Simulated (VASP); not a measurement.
Band structure of MgS (rock salt). Calculation: MS2 meta-GGA, VASP's PBE PAW potentials (set 64) (plane waves; VASP 6.6.1).

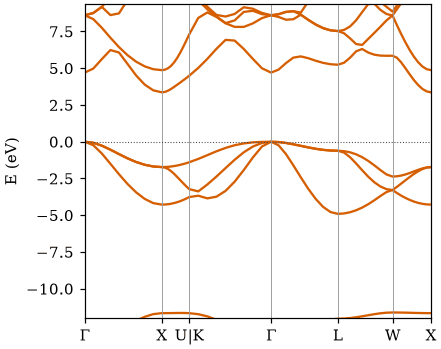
Figure: Bands along high-symmetry lines, zero at the valence-band maximum or, without a gap, the Fermi level

**Question.** Read the plot: is there a gap, and where are the band edges?

**Answer.** The gap is indirect, 3.36 eV, from the valence maximum at Γ to the conduction minimum at X.

The compound is MgS in the rock salt structure. It was relaxed first.
